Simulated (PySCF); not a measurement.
# [SnF2]+: relaxation and vibrations of the doublet

Aim: relax [SnF2]+ as a doublet from a linear start, check by its vibrations whether the end is a minimum, and collect its spectrum and constants.

The runs use PySCF 2.14.0; PBE0, basis Sn def2-TZVP with ECP28, F def2-TZVP, scalar-relativistic core potentials, no spin–orbit coupling, density fitting.

## 1. The system as given

3 atoms, charge 1, spin multiplicity 2.

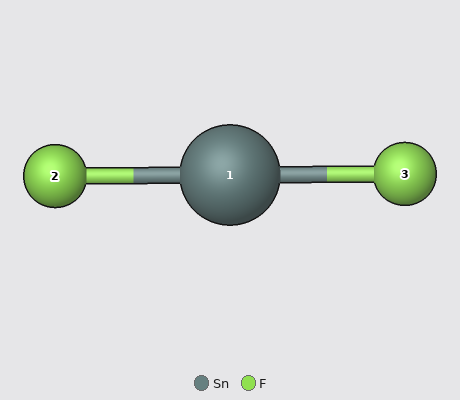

The starting geometry (tin teal, fluorine green); atoms are numbered from 1 in the order of the file.

```xyz
3
charge 1 multiplicity 2
Sn    0.0000    0.0000    0.0000
F     0.0000    0.0000    1.9992
F     0.0000    0.0000   -1.9992
```

## 2. Finding the electronic state

One driver script runs all steps and calls PySCF; scf.py shows how it sets up the SCF of each step. The optimiser is the driver's own. After this first run the driver tries any further starts and a stability analysis.

scf.py

```python
from pyscf import gto, scf, dft
mol = gto.M(atom='''
Sn     0.000000     0.000000     0.000000
F      0.000000     0.000000     1.999200
F      0.000000     0.000000    -1.999200''',
    basis={'Sn': 'def2-TZVP', 'F': 'def2-TZVP'},
    ecp={'Sn': 'def2-TZVP'},
    charge=1, spin=1)
mf = dft.UKS(mol, xc='PBE0')
mf.grids.atom_grid = (50, 194)
aux = {'Sn': 'def2-universal-JKFIT', 'F': 'def2-universal-JKFIT'}
mf = mf.density_fit(auxbasis=aux)
mf.conv_tol = 1e-08
mf.diis_space = 10
mf.max_cycle = 60
mf.init_guess = 'minao'
mf.verbose = 4
mf.kernel()
```

On the command line:

```sh
> OMP_NUM_THREADS=4 python axn.py task.json out
```

The log of the run:

```text
init E= -376.982845359628
[... the frontier-level lines of each cycle are left out ...]
cycle= 1 E= -412.968280264356  delta_E=  -36  |g|= 1.43  |ddm|= 21.6
cycle= 2 E= -413.064899954165  delta_E= -0.0966  |g|= 1.42  |ddm|= 4.02
cycle= 3 E= -413.528937386959  delta_E= -0.464  |g|= 0.324  |ddm|= 1.58
cycle= 4 E= -413.557681366849  delta_E= -0.0287  |g|= 0.112  |ddm|= 0.275
cycle= 5 E= -413.561893148607  delta_E= -0.00421  |g|= 0.00605  |ddm|= 0.0916
cycle= 6 E= -413.561914483675  delta_E= -2.13e-05  |g|= 0.00164  |ddm|= 0.00623
cycle= 7 E= -413.561917307809  delta_E= -2.82e-06  |g|= 0.000322  |ddm|= 0.00394
cycle= 8 E= -413.561917493608  delta_E= -1.86e-07  |g|= 8.88e-05  |ddm|= 0.00122
cycle= 9 E= -413.561917503609  delta_E= -1e-08  |g|= 9.11e-06  |ddm|= 0.000243
cycle= 10 E= -413.561917503694  delta_E= -8.56e-11  |g|= 1.31e-06  |ddm|= 1.8e-05
Extra cycle  E= -413.561917503695  delta_E= -4.55e-13  |g|= 7.17e-07  |ddm|= 3.11e-06
converged SCF energy = -413.561917503695  <S^2> = 0.76063962  2S+1 = 2.0106115
```

This step, with its further starts and checks, ran for 4.7 s (4 threads of Arm Neoverse V2, shared host).

No lower solution of this spin turned up in the test of internal stability.

## 3. Relaxation: linear start, doublet

The program finds D∞h symmetry in the start, which this walk keeps.

scf.py, as its differences from that of step 2:

```diff
@@ -16 +15,0 @@
-mf.init_guess = 'minao'
```

Energy and gradient, step by step:

```
step  energy (Eh)  change (kJ/mol)  largest symmetric gradient (Eh/bohr)
   0  -413.561918             0.00                               0.02723
   1  -413.566561           -12.19                               0.00241
   2  -413.566586           -12.26                               0.00069
   3  -413.566588           -12.26                               0.00001
```

The walk took 5.3 s.

Geometry (Å) and forces (eV/Å) at some steps:

```
step 0
Sn   0.000   0.000   0.000   0.000   0.000   0.000
F    0.000   0.000   1.999   0.000   0.000  -1.400
F    0.000   0.000  -1.999   0.000   0.000   1.400
step 1
Sn   0.000   0.000   0.000   0.000   0.000   0.000
F    0.000   0.000   1.922   0.000   0.000  -0.124
F    0.000   0.000  -1.922   0.000   0.000   0.124
step 2
Sn   0.000   0.000   0.000   0.000   0.000   0.000
F    0.000   0.000   1.914   0.000   0.000   0.036
F    0.000   0.000  -1.914   0.000   0.000  -0.036
step 3
Sn   0.000   0.000   0.000   0.000   0.000   0.000
F    0.000   0.000   1.916   0.000   0.000  -0.001
F    0.000   0.000  -1.916   0.000   0.000   0.001
```

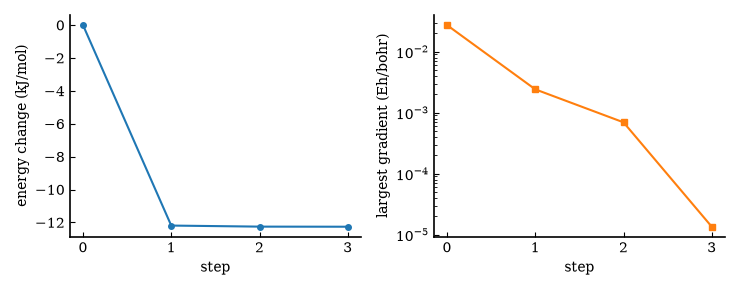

Energy and largest gradient along the walk.

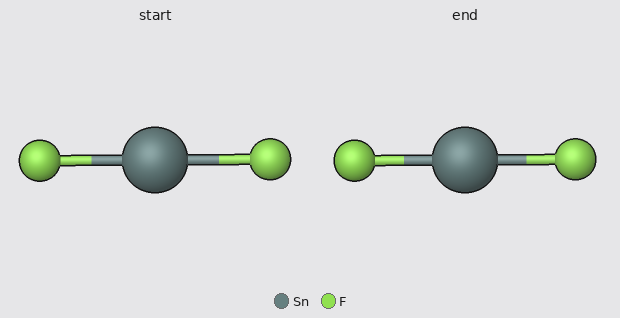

Start and end of the relaxation.

After 3 steps and 12.3 kJ/mol it ends at D∞h: Sn–F 1.916 Å (×2); F–Sn–F 180.0°.

## 4. Is it a minimum? Harmonic modes

On the finer grid the gradient is checked again; gradients at displacements of ±0.02 bohr then give force constants and infrared intensities.

scf.py, as its differences from that of step 3:

```diff
@@ -3,3 +3,3 @@
-Sn     0.000000     0.000000     0.000000
-F      0.000000     0.000000     1.999200
-F      0.000000     0.000000    -1.999200''',
+Sn     0.000000     0.000000    -0.000000
+F      0.000000     0.000000     1.915892
+F      0.000000    -0.000000    -1.915892''',
@@ -10 +10 @@
-mf.grids.atom_grid = (50, 194)
+mf.grids.atom_grid = (75, 302)
@@ -13 +13 @@
-mf.conv_tol = 1e-08
+mf.conv_tol = 1e-10
```

The driver hands on the density of the step before, so the log starts near convergence.

Log of the central SCF (cycles and frontier levels):

```text
init E= -413.566690747968
[... the frontier-level lines of each cycle are left out ...]
cycle= 1 E= -413.566690747218  delta_E= 7.5e-10  |g|= 5.16e-05  |ddm|= 4.28e-05
cycle= 2 E= -413.56669074267  delta_E= 4.55e-09  |g|= 0.000127  |ddm|= 0.000105
cycle= 3 E= -413.566690748116  delta_E= -5.45e-09  |g|= 2.84e-06  |ddm|= 7.5e-05
cycle= 4 E= -413.566690748119  delta_E= -2.5e-12  |g|= 1.58e-07  |ddm|= 1.9e-06
Extra cycle  E= -413.566690748118  delta_E= 6.82e-13  |g|= 1.76e-07  |ddm|= 4.33e-07
converged SCF energy = -413.566690748118  <S^2> = 0.75706222  2S+1 = 2.0070498
```

The whole step took 16 s.

Geometry: D∞h; Sn–F 1.916 Å (×2); F–Sn–F 180.0°.

Harmonic modes (main isotopes):

```json
{"symmetry": "πu", "ω (cm⁻¹)": "139i", "IR (km/mol)": "12.3", "type": "bend"}
{"symmetry": "σg+", "ω (cm⁻¹)": "555", "IR (km/mol)": "0.0", "type": "stretch"}
{"symmetry": "σu+", "ω (cm⁻¹)": "564", "IR (km/mol)": "34.8", "type": "stretch"}
```

2 modes are imaginary, the largest at 139i cm⁻¹: a saddle point, not a minimum.

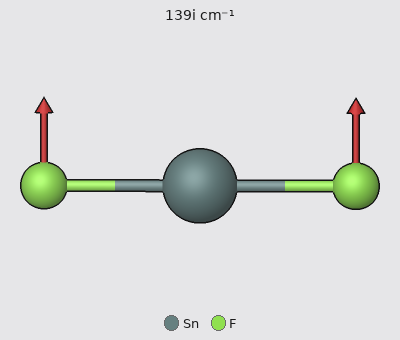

The imaginary mode, as arrows.

Constants and moments:

```yaml
Dipole_moment_about_the_centre_of_mass: 0.00 D
Highest_occupied_level: -15.34 eV
Lowest_empty_level: -12.01 eV
Rotational_constants: 0.1209 cm⁻¹
Zero-point_energy_real_modes: 6.7 kJ/mol
Principal_polarisabilities: 24.9, 24.9, 47.0 bohr³
Principal_traceless_quadrupole_moments_about_the_centre_of_mass: -9.30, 4.65, 4.65 D Å
Spin_squared_⟨S²⟩: 0.757
```

Populations by atom (charges in e):

```json
{"atom": "Sn1", "Mulliken": "1.50", "Löwdin": "1.25", "polar tensor": "1.38", "spin (Mulliken)": "0.44", "Mayer order to Sn1": "–"}
{"atom": "F2,3", "Mulliken": "-0.25", "Löwdin": "-0.13", "polar tensor": "-0.19", "spin (Mulliken)": "0.28", "Mayer order to Sn1": "1.01"}
```

Outer orbital energies (eV). α occupied: -36.64, -22.09, -20.58, -18.68, -18.68, -18.30, -18.30, -15.34; empty: -9.72, -9.72, -4.92, -1.90. β occupied: -37.65, -36.23, -20.96, -18.64, -18.41, -18.41, -18.03, -18.03; empty: -12.01, -9.09, -9.09, -4.44.

Mulliken populations on Sn1 (outside its core potential): s 3.58, p 6.63, d 10.19, f 0.10.

## 5. Downhill along the imaginary mode

The start is the last point, displaced along its most imaginary mode.

The program finds C2v symmetry in the start, which this walk keeps. The walk stops when the largest gradient is under 0.0003 Eh/bohr and the energy has settled too.

scf.py, as its differences from that of step 4:

```diff
@@ -3,3 +3,3 @@
-Sn     0.000000     0.000000    -0.000000
-F      0.000000     0.000000     1.915892
-F      0.000000    -0.000000    -1.915892''',
+Sn     0.026755     0.074570    -0.000000
+F     -0.084426    -0.235313     1.915892
+F     -0.084426    -0.235313    -1.915892''',
@@ -10 +10 @@
-mf.grids.atom_grid = (75, 302)
+mf.grids.atom_grid = (50, 194)
@@ -13 +13 @@
-mf.conv_tol = 1e-10
+mf.conv_tol = 1e-08
```

Energy and gradient, step by step:

```
step  energy (Eh)  change (kJ/mol)  largest symmetric gradient (Eh/bohr)
   0  -413.569228             0.00                               0.01567
   1  -413.572545            -8.71                               0.00883
   2  -413.580636           -29.95                               0.00796
   3  -413.581571           -32.41                               0.01006
   4  -413.582425           -34.65                               0.00591
   5  -413.582636           -35.20                               0.00118
   6  -413.582641           -35.22                               0.00024
   7  -413.582641           -35.22                               0.00001
```

The walk took 13 s.

Geometry (Å) and forces (eV/Å) at some steps:

```
step 0
Sn   0.027   0.075   0.000   0.092   0.144   0.000
F   -0.084  -0.235   1.916  -0.046  -0.072  -0.806
F   -0.084  -0.235  -1.916  -0.046  -0.072   0.806
step 1
Sn   0.048   0.134   0.000   0.177   0.449   0.000
F   -0.095  -0.265   1.859  -0.089  -0.224  -0.264
F   -0.095  -0.265  -1.859  -0.089  -0.224   0.264
step 4
Sn   0.170   0.474   0.000  -0.131  -0.255   0.000
F   -0.156  -0.435   1.621   0.065   0.128  -0.304
F   -0.156  -0.435  -1.621   0.065   0.128   0.304
step 7
Sn   0.174   0.485   0.000  -0.039   0.014   0.000
F   -0.158  -0.441   1.594   0.020  -0.007  -0.001
F   -0.158  -0.441  -1.594   0.020  -0.007   0.000
```

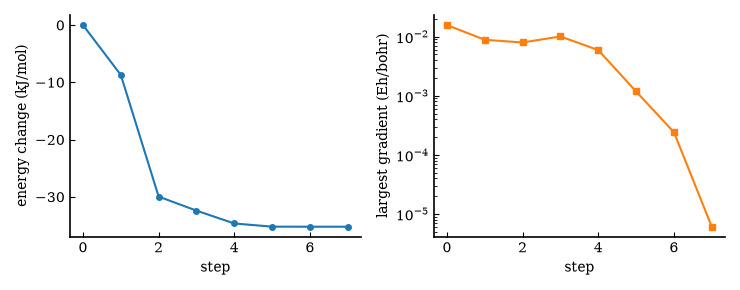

Energy and largest gradient along the walk.

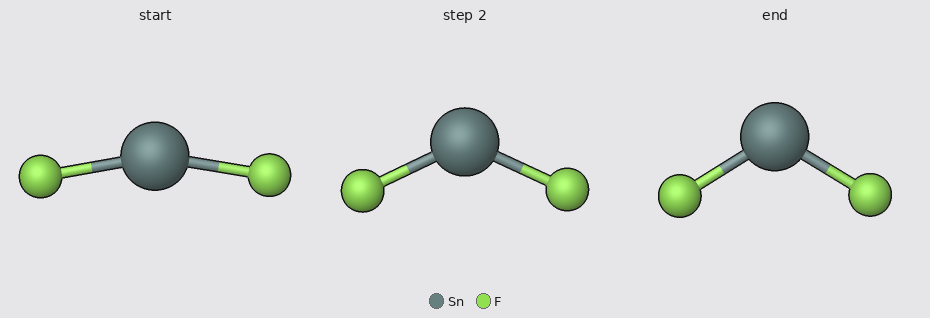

Start and end of the relaxation, with a step between.

After 7 steps and 35.2 kJ/mol it ends at C2v: Sn–F 1.873 Å (×2); F–Sn–F 116.6°.

## 6. Hessian and properties

The same treatment as at the point before.

scf.py, as its differences from that of step 5:

```diff
@@ -3,3 +3,3 @@
-Sn     0.026755     0.074570    -0.000000
-F     -0.084426    -0.235313     1.915892
-F     -0.084426    -0.235313    -1.915892''',
+Sn     0.077581     0.216233    -0.000000
+F     -0.251145    -0.699991     1.601053
+F     -0.251145    -0.699991    -1.601053''',
@@ -10 +10 @@
-mf.grids.atom_grid = (50, 194)
+mf.grids.atom_grid = (75, 302)
@@ -13 +13 @@
-mf.conv_tol = 1e-08
+mf.conv_tol = 1e-10
```

Log of the central SCF (cycles and frontier levels):

```text
init E= -413.582386461483
[... the frontier-level lines of each cycle are left out ...]
cycle= 1 E= -413.5823864611  delta_E= 3.83e-10  |g|= 3.76e-05  |ddm|= 3.11e-05
cycle= 2 E= -413.582386459016  delta_E= 2.08e-09  |g|= 8.8e-05  |ddm|= 7.24e-05
cycle= 3 E= -413.582386461569  delta_E= -2.55e-09  |g|= 1.48e-07  |ddm|= 5.07e-05
cycle= 4 E= -413.582386461567  delta_E= 2.84e-12  |g|= 2.01e-07  |ddm|= 6.36e-07
Extra cycle  E= -413.582386461567  delta_E= -3.41e-13  |g|= 3.6e-07  |ddm|= 3.94e-07
converged SCF energy = -413.582386461567  <S^2> = 0.75661775  2S+1 = 2.0066068
```

The whole step ran for 24 s (4 threads of Arm Neoverse V2, shared host).

Geometry: C2v; Sn–F 1.874 Å (×2); F–Sn–F 117.4°.

Harmonic modes (main isotopes):

```
symmetry  ω (cm⁻¹)  IR (km/mol)  μ (u)     type
      a1       135         17.1  21.88     bend
      a1       633         15.0  20.44  stretch
      b2       661         44.6  22.57  stretch
```

No imaginary mode, so this is a minimum.

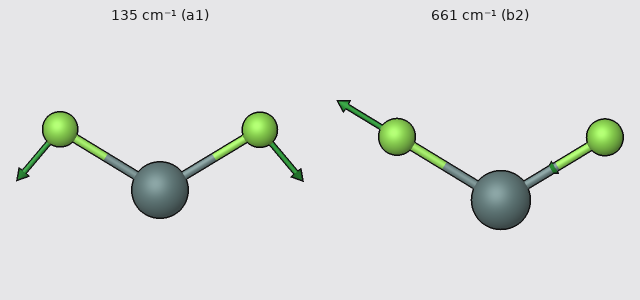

How the atoms move in 2 of the modes.

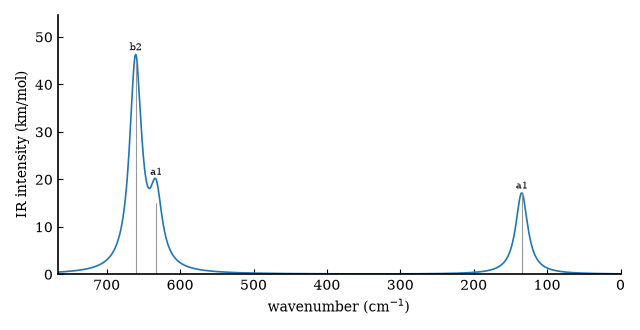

The harmonic infrared spectrum (widths in cm⁻¹). Lines are broadened to a width of 20 cm⁻¹ (Lorentzian).

Constants and moments:

```
Dipole moment about the centre of mass                          : 3.04 D
Highest occupied level                                          : -16.36 eV
Lowest empty level                                              : -13.03 eV
Rotational constants                                            : 0.6166, 0.1731, 0.1351 cm⁻¹
Zero-point energy                                               : 8.5 kJ/mol
Principal polarisabilities                                      : 22.1, 26.2, 36.3 bohr³
Principal traceless quadrupole moments about the centre of mass : -6.14, 1.63, 4.51 D Å
Entropy at 298.15 K and 1 bar (electronic part: spin only)      : 288.6 J/(mol K)
Heat capacity Cp at 298.15 K                                    : 49.1 J/(mol K)
Enthalpy at 298.15 K above 0 K                                  : 12.39 kJ/mol
Rotational symmetry number                                      : 2
Spin squared ⟨S²⟩                                               : 0.757
```

Charges (e) and bond orders:

```tsv
atom	Mulliken	Löwdin	polar tensor	spin (Mulliken)	Mayer order to Sn1
Sn1	1.55	1.21	1.68	0.60	–
F2,3	-0.28	-0.11	-0.34	0.20	1.05
```

Outer orbital energies (eV). α occupied: -36.85, -22.26, -20.20, -18.89, -18.88, -18.50, -18.46, -16.36; empty: -9.67, -7.37, -6.44, -2.11. β occupied: -36.94, -36.58, -21.32, -18.79, -18.71, -18.53, -18.33, -18.27; empty: -13.03, -8.98, -6.77, -5.65.

Mulliken populations on Sn1 (outside its core potential): s 3.42, p 6.75, d 10.17, f 0.10.

## 7. All stationary points

| spin | group | bonds | imaginary modes (cm⁻¹) | ΔE (kJ/mol) | with zero-point energy |
| --- | --- | --- | --- | --- | --- |
| doublet | C2v | Sn–F 1.874 Å (×2) | none | 0.0 | 0.0 |
| doublet | D∞h | Sn–F 1.916 Å (×2) | 139i, 139i | 41.2 | – |

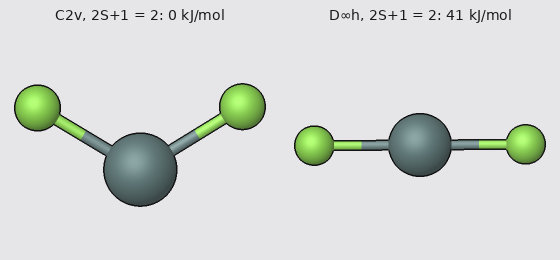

The points, lowest first (tin teal, fluorine green).

## 8. Outcome

```
                                          quantity                             value
                                           minimum                      doublet, C2v
                                          geometry  Sn–F 1.874 Å (×2); F–Sn–F 117.4°
                                wavenumbers (cm⁻¹)      135 (a1), 633 (a1), 661 (b2)
                    dipole moment (centre of mass)                            3.04 D
highest occupied, lowest empty level (either spin)                 -16.36, -13.03 eV
                        polar-tensor charge of Sn1                           +1.68 e
                                 zero-point energy                        8.5 kJ/mol
                               entropy at 298.15 K                   288.6 J/(mol K)
                                              ⟨S²⟩                             0.757
```

**Reading.** From D∞h at the start the molecule goes to a C2v minimum, after a stop at a second-order saddle point 41.2 kJ/mol higher, from which it was pushed off along an imaginary mode. The strongest infrared band lies at 661 cm⁻¹ (b2, stretch). Most of the spin sits on Sn1 (Mulliken spin 0.60, against 1 for the whole molecule). Other starts or spin states, not run here, may lie lower. With an element this heavy the missing spin–orbit coupling can shift these numbers.

The search up to here took 62 s.
